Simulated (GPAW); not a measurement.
The La L₃ edge of atom 2 in Ba2LaTaO6 (R-3), with 6 O at 2.40 Å (octahedral, site symmetry -3), was computed in 2 ways: full core hole (charged cell) and no core hole. Program and functional: GPAW, LDA, without spin-orbit coupling, Gaussian full width 3.41 eV up to 4 eV, rising linearly to 3.5 eV at 25 eV; cells of 10 atoms.

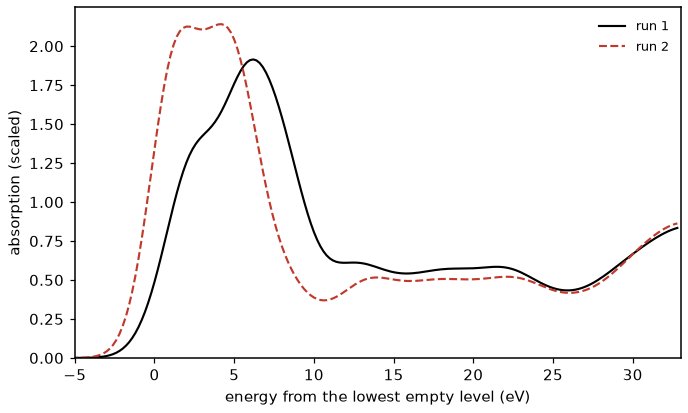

Each run is counted from its own lowest empty level or Fermi level and scaled to a mean of 1 over its first 20 eV.

Q: Which run is which?

Run 1: no core hole (area from −2 to 6 eV 8.6, main maxima 6.2 eV (1.91) and 21.4 eV (0.58)). Run 2: full core hole (charged cell) (area from −2 to 6 eV 13.3, main maxima 4.2 eV (2.14) and 22.2 eV (0.52)). With each curve scaled to its own mean, the area from −2 to 6 eV with the hole is 13.3 against 8.6, and the centre of weight from −1 to 20 eV moves by -1.6 eV: the hole pulls the absorber's empty states down.

[Hosts, paths, dates, database ids (printed as entryN), source tags and the programs' standing remarks are cut or masked in the printed files.]

[Lists of maxima count a maximum above −3 eV only where it reaches 4 % of the highest in the window and stands out from its surroundings by 2 % of it (1.5 % where it reaches 55 %); shoulders and weaker maxima are passed over, and of the rest the first, up to two pre-edge ones and the few strongest are named.]
